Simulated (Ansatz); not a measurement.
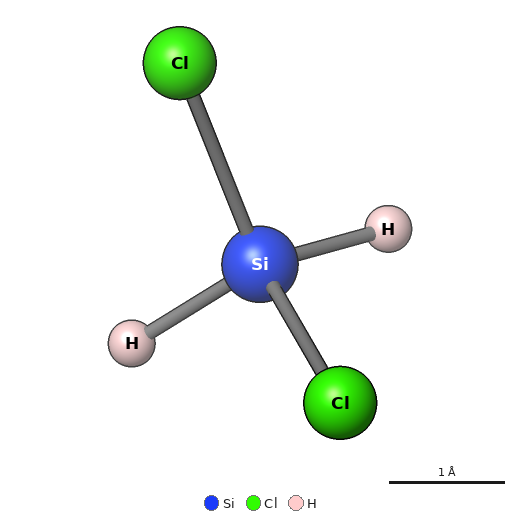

Atoms fade into the background with distance from the viewer. Computed geometry: PBE0-D4/def2-TZVP optimisation. Masses are those of the most abundant isotopes; constants are for the rigid equilibrium geometry.

Question: Classify the rotor and give the rotational constants (cm⁻¹).

Answer: An asymmetric top (C2v): A = 0.472, B = 0.0849, C = 0.0738 cm⁻¹. Ray's parameter κ is −0.94, close to the prolate limit.
